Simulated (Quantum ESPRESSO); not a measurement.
# Dipole at the next field: tetragonal PbO, 1 layer

Method. Quantum ESPRESSO 7.5, PBE, GBRV ultrasoft; sawtooth field along the normal with dipole correction, ions clamped, threshold 1e-9 Ry; cell area 16.399 Å².

| field (V/Å) | dipole (e Å a cell) |
| --- | --- |
| 0 | 0.00000 |
| 0.1 | 0.04387 |
| 0.2 | 0.08786 |

To predict: What is the dipole at 0.3 V/Å, and what electrostatic thickness 4πα/A follows from the rows?

**Worked estimate.** The slope is (0.08786 − (0.00000))/0.2 = 0.4393 e Å²/V, so 4πα/A = 180.95 × 0.4393/16.399 = 4.85 Å. Linear response gives p = 0.00000 + 0.4393 × (0.3) = 0.13179 e Å; a parabola through the three rows gives 0.13197.

**The withheld run.** p = 0.13195 e Å. The line misses by 0.1 % of the induced dipole and the parabola by 0.0 %. The response is linear over this range.

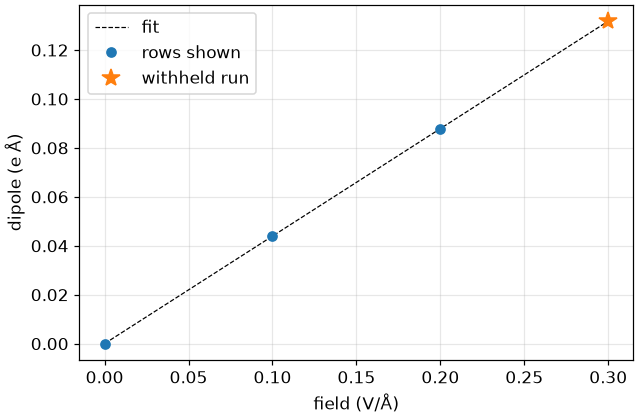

The rows shown, the fit and the withheld run.

**Limits.** Electrons alone respond; local and semilocal functionals tend to overscreen.
